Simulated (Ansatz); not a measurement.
**As2In (charge −1): density, localisation and related maps**

Input file:

```
crystal:
  periodic: [false, false, false]
  atoms:
    - {symbol: In, position_ang: [-1.088308, -0.963864, 0.821285]}
    - {symbol: As, position_ang: [-0.181100, 1.352837, -0.349595]}
    - {symbol: As, position_ang: [1.269407, -0.388983, -0.471690]}
basis:
  gaussian: {orbitals: def2-TZVPD, initial_orbitals: start.molden}
total_charge: -1
hamiltonian: {xc: pbe0, dispersion: d4}
scf: {omitted_lower_state_checks: [starts]}
output: {orbitals: {seedname: orbitals}}
```

Command:

```sh
ansatz run in.yaml --threads 4 --pin off --events-out ev --progress --plain --max-ram 3916MiB
```

Geometry: r2SCAN-D4/def2-TZVPD; core potentials replace the inner electrons of In.

Level of theory: Ansatz, RKS PBE0-D4/def2-TZVPD.

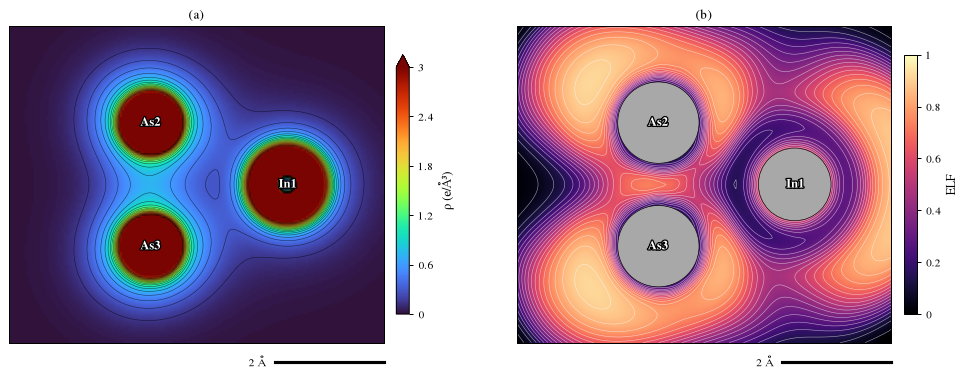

Figure 1. (a) electron density; (b) ELF on the molecular plane. Grey discs cover the atomic cores in the ELF map.

Question: Interpret the plot.

Answer: The plane passes through In and As nuclei. As–As (2.27 Å): the density is about 0.72 e/Å³ at the midpoint; the ELF peaks at about 0.70 between the atoms. In–As (2.75 Å): ρ is about 0.33 e/Å³ halfway; the ELF peaks at about 0.65 in the valence shell of As, 1.1 Å from its nucleus, and drops to about 0.15 between the two atoms. The ELF also peaks beside As3 and As2, away from the bonds: lone-pair regions.

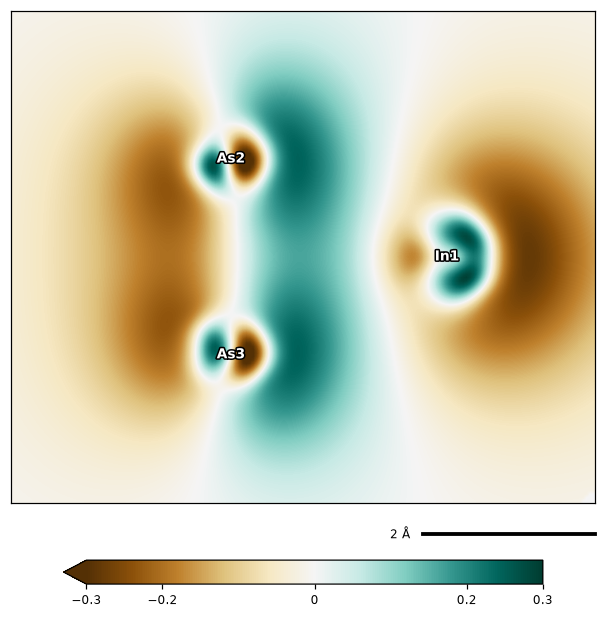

Figure 2. The HOMO−1 on the molecular plane (values in Å⁻³ᐟ²; the overall sign is arbitrary).

Question: What is the character of this orbital?

Answer: It lies mainly on In1 (about 55 %), As2 (about 25 %) and As3 (about 25 %); it is symmetric in the molecular plane (an in-plane orbital: σ, lone-pair or in-plane π type). Its energy is −1.23 eV.

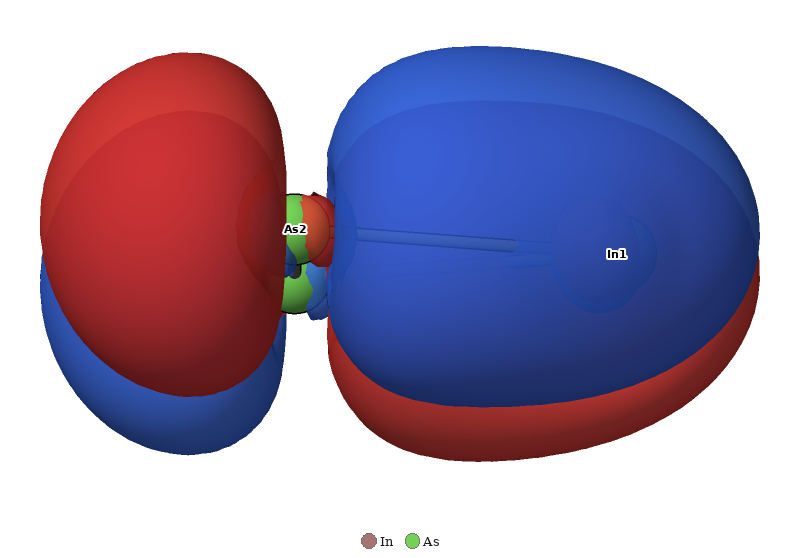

Figure 3. The HOMO at ±0.08 Å⁻³ᐟ² (red and blue are the two phases), seen from one side.

Question: Describe this orbital and give its energy.

Answer: Its weight (Hirshfeld) is mainly on As2 (about 35 %), As3 (about 35 %) and In1 (about 30 %); it is symmetric in the molecular plane (an in-plane orbital: σ, lone-pair or in-plane π type). Its energy is −0.27 eV.
